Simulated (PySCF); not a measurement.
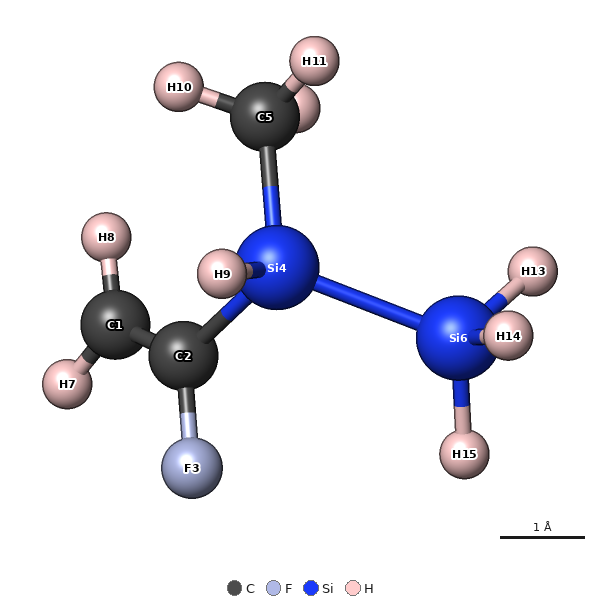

Figure 1. The input geometry (ball-and-stick view, seen at a tilt; atoms are numbered from 1 in the order of the input).

## C$_{3}$H$_{9}$FSi$_{2}$: excited-state calculation

The run: excited-state calculation of C$_{3}$H$_{9}$FSi$_{2}$, SMILES C=C(F)[Si@H](C)[SiH3]. Method and program: TDDFT PBE0/def2-SVPD, vertical, gas phase, core orbitals frozen in the response (PySCF 2.14.0).

The geometry comes from this level: GFN2-xTB. It belongs to a series of runs on one base structure; here: H on C replaced by F.

Input
```
{"job": {"kind": "uv", "xc": "PBE0", "basis": "def2-SVPD", "nstates": 8, "ntriplets": 3}, "charge": 0, "multiplicity": 1}
C      2.438651    -0.069066    -0.387849
C      1.275316    -0.642729    -0.641401
F      1.285443    -1.950994    -1.033477
Si    -0.487572     0.067530    -0.527937
C     -0.319421     1.824637     0.184145
Si    -1.819025    -1.344391     0.745363
H      3.374800    -0.594235    -0.484559
H      2.475218     0.957363    -0.076399
H     -0.919726     0.191436    -1.934737
H      0.313736     2.453680    -0.435036
H     -1.291525     2.303906     0.248094
H      0.103467     1.812073     1.185126
H     -2.004590    -0.838392     2.110953
H     -3.158958    -1.467587     0.161884
H     -1.270228    -2.695242     0.863919
```

The first line tells a small driver script what to run in PySCF; the rest is the geometry in Å.

Machine: 1 CPU thread, shared host.

Run as:
```bash
OMP_NUM_THREADS=1 python <driver script> task.json out
```

Output
```
coarse grid: 13176 points
cycle   1  E = -797.5635240360  dE =  2.479e-01  |g| = 4.884e-01  |ddm| = 4.828e+00
cycle   2  E = -797.5328167794  dE =  3.071e-02  |g| = 6.280e-01  |ddm| = 1.218e+00
cycle   3  E = -797.6147821939  dE = -8.197e-02  |g| = 7.793e-02  |ddm| = 6.884e-01
cycle   4  E = -797.6160669784  dE = -1.285e-03  |g| = 3.417e-02  |ddm| = 1.371e-01
cycle   5  E = -797.6163621256  dE = -2.951e-04  |g| = 7.649e-03  |ddm| = 4.457e-02
cycle   6  E = -797.6163714646  dE = -9.339e-06  |g| = 3.908e-03  |ddm| = 1.250e-02
cycle   7  E = -797.6163751042  dE = -3.640e-06  |g| = 5.011e-04  |ddm| = 4.933e-03
final grid: 117432 points
cycle   8  E = -797.7176998023  dE = -2.069e-05  |g| = 7.067e-03  |ddm| = 7.181e-02
cycle   9  E = -797.7176907725  dE =  9.030e-06  |g| = 9.744e-03  |ddm| = 1.776e-02
cycle  10  E = -797.7177117684  dE = -2.100e-05  |g| = 1.076e-03  |ddm| = 9.712e-03
cycle  11  E = -797.7177119905  dE = -2.221e-07  |g| = 1.609e-04  |ddm| = 1.151e-03
cycle  12  E = -797.7177119948  dE = -4.308e-09  |g| = 8.407e-05  |ddm| = 3.106e-04
cycle  13  E = -797.7177119965  dE = -1.671e-09  |g| = 2.946e-05  |ddm| = 1.236e-04
cycle  14  E = -797.7177119967  dE = -2.401e-10  |g| = 5.970e-06  |ddm| = 5.466e-05
```

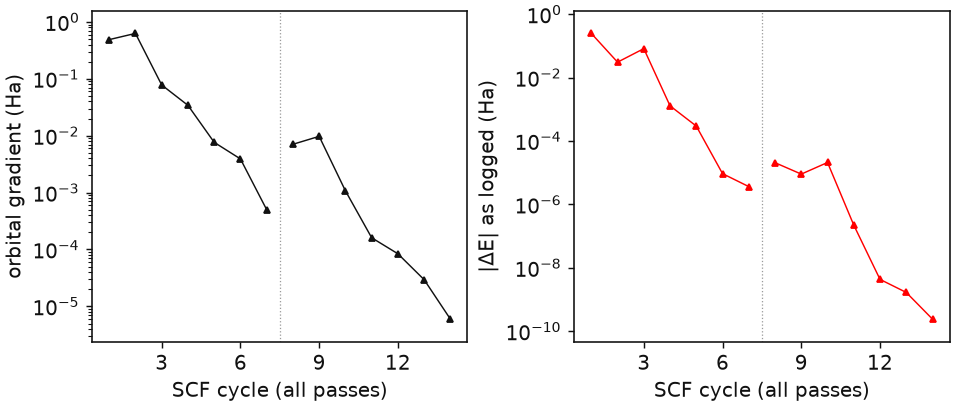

Figure 2. Convergence of the self-consistent field: orbital gradient and size of the energy change against the SCF cycle. The dotted line marks the change from a coarse to the final integration grid. The first 7 cycles use a coarse grid, the final grid takes over at cycle 8, and the field converges after 14 cycles in all.

```
converged SCF energy = -797.7177119967

Static polarisability (au): isotropic 95.213, principal 79.449 91.120 115.068

Singlet excitations
state   eV       nm        f      main configurations
  1   6.3422    195.5   0.00452   H->L+1 0.91
  2   6.3683    194.7   0.15052   H->L 0.69, H->L+2 0.17
  3   6.8715    180.4   0.08453   H-1->L 0.55, H->L+2 0.30
  4   7.0129    176.8   0.18891   H->L+2 0.46, H->L 0.18, H-1->L 0.16
  5   7.2010    172.2   0.01897   H-2->L 0.51, H->L+3 0.16, H-1->L+1 0.13
  6   7.2051    172.1   0.02161   H-1->L+1 0.65, H-2->L 0.18
  7   7.2822    170.3   0.02809   H->L+3 0.67, H-1->L+1 0.13, H-2->L 0.09
  8   7.6524    162.0   0.00572   H->L+4 0.63, H-1->L+2 0.17, H-3->L 0.08

Triplet excitations (Tamm-Dancoff, eV): 4.1885 5.9580 6.0298
```

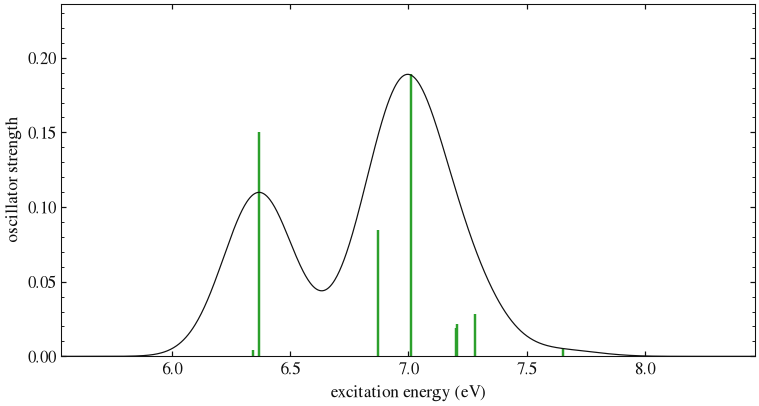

Figure 3. Computed excitations as sticks (degenerate states added up, dark ones marked on the axis), with a Gaussian envelope of 0.35 eV full width at half maximum, scaled to the tallest. Of the 8 states the lowest lies at 6.34 eV (f = 0.005); the strongest line is at 7.01 eV, or 177 nm (f = 0.189).

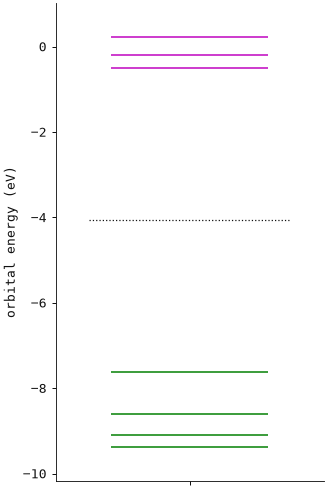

Figure 4. Orbital energies near the frontier; the dotted line parts filled from empty levels, and levels within 0.02 eV of each other stand side by side. Highest filled −7.63 eV, lowest empty −0.49 eV, 7.14 eV apart.

Key numbers

- outcome: converged
- total energy: −797.717712 hartree
- HOMO: −7.63 eV
- LUMO: −0.49 eV
- dipole moment: 2.05 D
- mean polarisability: 95.21 a.u.
- lowest singlet excitation: 6.34 eV
- wall time: 53 s
- peak memory: 0.86 GiB
